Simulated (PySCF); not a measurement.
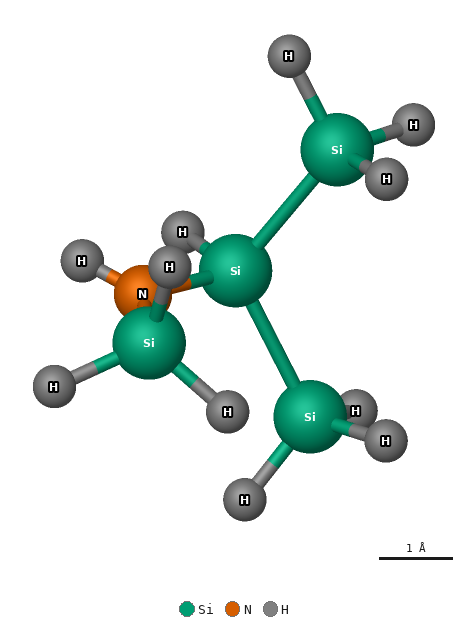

Figure 1. The input geometry (ball-and-stick view, seen at a tilt). Bond lengths as drawn: H–N 0.99 Å, H–Si 1.45 to 1.49 Å, N–Si 1.70 to 1.75 Å and Si–Si 2.34 Å.

**Geometry relaxation, with input and output: Si$_{4}$NH$_{11}$ (part 1 of 2)**

- system: Si$_{4}$NH$_{11}$
- method: PBE0-D3(BJ)/def2-SVP geometry optimisation, gas phase (PySCF 2.14.0)

Input
```
{"job": {"xc": "PBE0", "basis": "def2-SVP", "d3": "d3bj", "grid": 2, "kind": "geom", "shake": 0.01}, "charge": 0, "multiplicity": 1}
Si    -0.757537    -0.069931     0.606273
Si    -0.291616     2.209878     0.834400
Si    -1.766664    -0.711971    -1.405616
N      0.701165    -1.006807     0.825334
Si     2.096868    -1.078603    -0.143896
H     -1.603751    -0.497130     1.746705
H      0.640310     2.692906    -0.204519
H     -1.487488     3.031920     0.712844
H      0.328099     2.613988     2.129702
H     -1.213918     0.037295    -2.530911
H     -3.198505    -0.441307    -1.381863
H     -1.600990    -2.126904    -1.735917
H      0.748765    -1.385377     1.742408
H      3.026225     0.000164     0.229142
H      2.711371    -2.387647     0.106946
H      1.656214    -0.891789    -1.508888
```

The first line tells a small driver script what to run in PySCF; the rest is the geometry in Å.

Machine: 1 CPU thread, shared host.

Run as:
```bash
OMP_NUM_THREADS=1 python <driver script> task.json out
```

Output
```
step   0  E = -1218.39509184  max force = 0.019471
step   1  E = -1218.40417270  max force = 0.004298
step   2  E = -1218.40454090  max force = 0.002304
step   3  E = -1218.40466502  max force = 0.000992
step   4  E = -1218.40473261  max force = 0.001447
step   5  E = -1218.40495801  max force = 0.001661
step   6  E = -1218.40510311  max force = 0.001864
step   7  E = -1218.40520755  max force = 0.001138
step   8  E = -1218.40532241  max force = 0.000931
step   9  E = -1218.40542986  max force = 0.001287
step  10  E = -1218.40549236  max force = 0.001351
step  11  E = -1218.40552758  max force = 0.000660
step  12  E = -1218.40554334  max force = 0.000328
step  13  E = -1218.40555739  max force = 0.000677
step  14  E = -1218.40557506  max force = 0.001047
step  15  E = -1218.40559338  max force = 0.000959
step  16  E = -1218.40560719  max force = 0.000376
optimisation converged
```

Trajectory as extended XYZ (Å, eV, eV/Å), 17 frames, from step=0 to step=16
```
16
Properties=species:S:1:pos:R:3:forces:R:3 step=0 energy=-33154.21917
Si   -0.7575   -0.0699    0.6063    0.2318  -0.2821   0.1339
Si   -0.2916    2.2099    0.8344    0.2697   0.0932   0.1081
Si   -1.7667   -0.7120   -1.4056    0.1639   0.2912   0.1707
N     0.7012   -1.0068    0.8253   -1.0013   0.3731  -0.2872
Si    2.0969   -1.0786   -0.1439    0.3542   0.0045   0.5241
H    -1.6038   -0.4971    1.7467   -0.3398   0.0349   0.1646
H     0.6403    2.6929   -0.2045    0.2710  -0.0379  -0.3661
H    -1.4875    3.0319    0.7128   -0.7628   0.3757  -0.1153
H     0.3281    2.6140    2.1297    0.0578  -0.2639   0.1922
H    -1.2139    0.0373   -2.5309    0.3133   0.4195  -0.5136
H    -3.1985   -0.4413   -1.3819   -0.7663   0.2007   0.0967
H    -1.6010   -2.1269   -1.7359    0.1855  -0.6688   0.0892
H     0.7488   -1.3854    1.7424    0.2112  -0.4869   0.9951
H     3.0262    0.0002    0.2291    0.5490   0.2929  -0.0851
H     2.7114   -2.3876    0.1070    0.4072  -0.4146  -0.1340
H     1.6562   -0.8918   -1.5089   -0.1445   0.0687  -0.9735
16
Properties=species:S:1:pos:R:3:forces:R:3 step=1 energy=-33154.46627
Si   -0.7526   -0.1101    0.6573   -0.0582   0.0558  -0.0249
Si   -0.3741    2.2123    0.7854    0.0810  -0.0762   0.0591
Si   -1.7709   -0.6228   -1.4042    0.0757  -0.0736   0.0424
N     0.7218   -1.0351    0.8865   -0.1298   0.0304   0.1598
Si    2.1396   -1.0912   -0.1085    0.2210  -0.0418  -0.0968
H    -1.6676   -0.5079    1.7770   -0.0201   0.0107  -0.0493
H     0.5793    2.6245   -0.2943    0.0078  -0.0097   0.0237
H    -1.6288    3.0085    0.6254   -0.0542  -0.0128  -0.0039
H     0.2354    2.5287    2.1160    0.0152   0.0694  -0.0166
H    -1.1753    0.1592   -2.5296    0.0425   0.0120  -0.0075
H    -3.2318   -0.3113   -1.3554   -0.0310   0.0103   0.0312
H    -1.5799   -2.0815   -1.6705   -0.0431  -0.0246  -0.0553
H     0.8069   -1.4326    1.8191    0.0416   0.0114  -0.0303
H     3.1559   -0.0271    0.1858   -0.0516   0.0031   0.0164
H     2.8290   -2.4094    0.0554   -0.0522   0.0177   0.0010
H     1.7014   -0.9147   -1.5236   -0.0446   0.0178  -0.0491
16
Properties=species:S:1:pos:R:3:forces:R:3 step=2 energy=-33154.47629
Si   -0.7539   -0.1176    0.6753   -0.0571   0.0114   0.0412
Si   -0.3494    2.1995    0.7965    0.0097  -0.0245   0.0330
Si   -1.7340   -0.6438   -1.4002    0.0350  -0.0241  -0.0021
N     0.7120   -1.0492    0.9230   -0.0585   0.0448   0.0079
Si    2.0959   -1.0669   -0.1265    0.1185  -0.0664  -0.0077
H    -1.6966   -0.4966    1.7763   -0.0261  -0.0040  -0.0182
H     0.6252    2.5905   -0.2708    0.0103  -0.0031   0.0046
H    -1.6023    2.9945    0.6006   -0.0147  -0.0105  -0.0029
H     0.2400    2.5470    2.1288    0.0032   0.0280  -0.0147
H    -1.0994    0.1256   -2.5149    0.0087  -0.0041   0.0024
H    -3.1911   -0.3041   -1.3747   -0.0035   0.0078   0.0126
H    -1.5722   -2.1072   -1.6688   -0.0235   0.0066  -0.0169
H     0.8188   -1.4465    1.8527    0.0378   0.0260  -0.0309
H     3.0935    0.0171    0.1504   -0.0135   0.0055  -0.0009
H     2.8079   -2.3750   -0.0041   -0.0079  -0.0020  -0.0150
H     1.5937   -0.8779   -1.5219   -0.0183   0.0086   0.0077
16
Properties=species:S:1:pos:R:3:forces:R:3 step=3 energy=-33154.47967
Si   -0.7549   -0.1158    0.6833    0.0212  -0.0174   0.0060
Si   -0.3579    2.2015    0.8066   -0.0262   0.0043   0.0041
Si   -1.7229   -0.6441   -1.3969    0.0045   0.0156  -0.0143
N     0.7189   -1.0387    0.9230   -0.0060   0.0176  -0.0171
Si    2.1006   -1.0792   -0.1344   -0.0510  -0.0042  -0.0109
H    -1.7061   -0.4973    1.7757   -0.0021  -0.0233  -0.0033
H     0.6188    2.5924   -0.2588    0.0054  -0.0026  -0.0040
H    -1.6200    2.9805    0.5977    0.0066  -0.0029  -0.0017
H     0.2241    2.5749    2.1348   -0.0038   0.0019  -0.0032
H    -1.0780    0.1276   -2.5049   -0.0035  -0.0085   0.0027
H    -3.1783   -0.2930   -1.3703    0.0080   0.0072  -0.0020
H    -1.5767   -2.1066   -1.6797   -0.0086   0.0107   0.0066
H     0.8370   -1.4293    1.8531    0.0276   0.0119   0.0294
H     3.1029    0.0028    0.1283    0.0106  -0.0033   0.0010
H     2.7997   -2.3932   -0.0109    0.0018  -0.0065  -0.0041
H     1.5811   -0.8931   -1.5250    0.0155  -0.0005   0.0106
16
Properties=species:S:1:pos:R:3:forces:R:3 step=4 energy=-33154.48151
Si   -0.7512   -0.1157    0.6906    0.0331  -0.0279   0.0028
Si   -0.3702    2.2036    0.8134   -0.0262   0.0137  -0.0084
Si   -1.7111   -0.6381   -1.3948   -0.0056   0.0296  -0.0130
N     0.7277   -1.0308    0.9282    0.0143   0.0003  -0.0133
Si    2.0994   -1.0915   -0.1426   -0.0744   0.0042  -0.0009
H    -1.7063   -0.5053    1.7769    0.0062  -0.0246  -0.0016
H     0.6089    2.5963   -0.2497   -0.0004  -0.0028  -0.0035
H    -1.6388    2.9689    0.5933    0.0089   0.0024  -0.0024
H     0.2027    2.5940    2.1403   -0.0043  -0.0060   0.0053
H    -1.0590    0.1340   -2.4978   -0.0028  -0.0055  -0.0007
H    -3.1641   -0.2773   -1.3690    0.0067   0.0083  -0.0042
H    -1.5764   -2.0995   -1.6853   -0.0015  -0.0009   0.0110
H     0.8584   -1.4105    1.8615    0.0141   0.0219   0.0243
H     3.1114   -0.0139    0.1002    0.0128  -0.0067   0.0025
H     2.7889   -2.4101   -0.0141    0.0059  -0.0049  -0.0017
H     1.5677   -0.9147   -1.5293    0.0134  -0.0010   0.0037
16
Properties=species:S:1:pos:R:3:forces:R:3 step=5 energy=-33154.48764
Si   -0.7276   -0.1157    0.7189    0.0324  -0.0398  -0.0073
Si   -0.4324    2.2147    0.8426   -0.0082   0.0304  -0.0262
Si   -1.6587   -0.6023   -1.3877   -0.0235   0.0422  -0.0072
N     0.7734   -0.9925    0.9496    0.0749  -0.0443  -0.0103
Si    2.0918   -1.1547   -0.1779   -0.0854   0.0119   0.0160
H    -1.6910   -0.5505    1.7809    0.0160  -0.0153   0.0037
H     0.5543    2.6235   -0.2085   -0.0147  -0.0003  -0.0012
H    -1.7271    2.9196    0.5770    0.0093   0.0133  -0.0027
H     0.0956    2.6668    2.1678   -0.0062  -0.0251   0.0222
H    -0.9791    0.1732   -2.4706    0.0017   0.0019  -0.0062
H    -3.1008   -0.2001   -1.3629    0.0022   0.0080  -0.0057
H    -1.5682   -2.0592   -1.7088    0.0122  -0.0244   0.0164
H     0.9606   -1.3083    1.8980   -0.0315   0.0513   0.0108
H     3.1474   -0.1011   -0.0382    0.0104  -0.0114   0.0072
H     2.7437   -2.4886   -0.0110    0.0133   0.0028   0.0023
H     1.5062   -1.0353   -1.5474   -0.0029  -0.0012  -0.0119
16
Properties=species:S:1:pos:R:3:forces:R:3 step=6 energy=-33154.49159
Si   -0.6998   -0.1136    0.7381    0.0019  -0.0301  -0.0197
Si   -0.4954    2.2261    0.8704    0.0133   0.0286  -0.0198
Si   -1.6113   -0.5640   -1.3846   -0.0205   0.0222   0.0007
N     0.8233   -0.9492    0.9620    0.0959  -0.0588  -0.0155
Si    2.0839   -1.2217   -0.2088   -0.0587   0.0044   0.0126
H    -1.6622   -0.5964    1.7803    0.0076   0.0021   0.0061
H     0.4952    2.6622   -0.1663   -0.0174   0.0050   0.0016
H    -1.8112    2.8757    0.5697    0.0053   0.0131   0.0007
H    -0.0138    2.7164    2.1997   -0.0050  -0.0298   0.0238
H    -0.9113    0.2154   -2.4513    0.0067   0.0040  -0.0048
H    -3.0431   -0.1273   -1.3559   -0.0004   0.0042  -0.0034
H    -1.5551   -2.0169   -1.7303    0.0119  -0.0235   0.0134
H     1.0623   -1.1857    1.9223   -0.0470   0.0578   0.0066
H     3.1732   -0.1941   -0.1824    0.0047  -0.0063   0.0083
H     2.7098   -2.5603    0.0161    0.0125   0.0069   0.0018
H     1.4436   -1.1771   -1.5573   -0.0107   0.0001  -0.0124
16
Properties=species:S:1:pos:R:3:forces:R:3 step=7 energy=-33154.49443
Si   -0.6780   -0.1093    0.7440   -0.0291  -0.0087  -0.0318
Si   -0.5401    2.2354    0.8941    0.0246   0.0112  -0.0024
Si   -1.5786   -0.5375   -1.3869   -0.0084  -0.0065   0.0067
N     0.8627   -0.9111    0.9627    0.0585  -0.0401  -0.0048
Si    2.0758   -1.2746   -0.2312   -0.0135  -0.0041   0.0036
H    -1.6356   -0.6263    1.7748   -0.0030   0.0146   0.0041
H     0.4509    2.7040   -0.1274   -0.0106   0.0088   0.0042
H    -1.8685    2.8509    0.5778    0.0007   0.0071   0.0051
H    -0.0930    2.7298    2.2344   -0.0004  -0.0231   0.0142
H    -0.8649    0.2417   -2.4446    0.0092   0.0006  -0.0012
H    -3.0033   -0.0782   -1.3551   -0.0015  -0.0002  -0.0026
H    -1.5430   -1.9892   -1.7422    0.0044  -0.0102   0.0056
H     1.1380   -1.0714    1.9291   -0.0272   0.0433   0.0022
H     3.1808   -0.2661   -0.3015    0.0002   0.0000   0.0034
H     2.6946   -2.6059    0.0515    0.0054   0.0056  -0.0008
H     1.3903   -1.3025   -1.5579   -0.0092   0.0016  -0.0052
16
Properties=species:S:1:pos:R:3:forces:R:3 step=8 energy=-33154.49756
Si   -0.6669   -0.1027    0.7388   -0.0479   0.0186  -0.0385
Si   -0.5629    2.2433    0.9159    0.0184  -0.0151   0.0157
Si   -1.5581   -0.5285   -1.3952    0.0062  -0.0292   0.0090
N     0.8865   -0.8792    0.9575   -0.0071  -0.0041   0.0112
Si    2.0642   -1.3091   -0.2472    0.0377  -0.0103  -0.0052
H    -1.6212   -0.6357    1.7651   -0.0110   0.0161  -0.0002
H     0.4281    2.7459   -0.0883    0.0010   0.0091   0.0058
H    -1.8959    2.8500    0.6027   -0.0037   0.0012   0.0087
H    -0.1351    2.7093    2.2731    0.0057  -0.0075  -0.0005
H    -0.8305    0.2414   -2.4507    0.0061  -0.0050   0.0023
H    -2.9782   -0.0553   -1.3701   -0.0019  -0.0031  -0.0021
H    -1.5321   -1.9832   -1.7421   -0.0059   0.0068  -0.0029
H     1.1848   -0.9694    1.9261    0.0145   0.0165  -0.0024
H     3.1702   -0.3100   -0.3965   -0.0048   0.0038  -0.0038
H     2.6930   -2.6247    0.0842   -0.0057   0.0003  -0.0018
H     1.3422   -1.4027   -1.5516   -0.0017   0.0019   0.0046
16
Properties=species:S:1:pos:R:3:forces:R:3 step=9 energy=-33154.50048
Si   -0.6613   -0.0920    0.7241   -0.0361   0.0276  -0.0357
Si   -0.5805    2.2519    0.9437    0.0009  -0.0315   0.0216
Si   -1.5432   -0.5289   -1.4099    0.0174  -0.0354   0.0104
N     0.9075   -0.8389    0.9443   -0.0662   0.0368   0.0249
Si    2.0541   -1.3413   -0.2606    0.0583  -0.0115  -0.0136
H    -1.6123   -0.6356    1.7486   -0.0169   0.0076  -0.0044
H     0.4091    2.7970   -0.0383    0.0106   0.0066   0.0049
H    -1.9169    2.8603    0.6492   -0.0041  -0.0041   0.0111
H    -0.1627    2.6681    2.3207    0.0116   0.0079  -0.0114
H    -0.7983    0.2222   -2.4672    0.0025  -0.0086   0.0032
H    -2.9582   -0.0404   -1.3976   -0.0004  -0.0035  -0.0011
H    -1.5298   -1.9881   -1.7392   -0.0129   0.0173  -0.0067
H     1.2317   -0.8449    1.9086    0.0497  -0.0117  -0.0038
H     3.1532   -0.3518   -0.4990   -0.0079   0.0060  -0.0065
H     2.6991   -2.6323    0.1311   -0.0122  -0.0050   0.0000
H     1.2970   -1.5158   -1.5366    0.0057   0.0015   0.0072
```
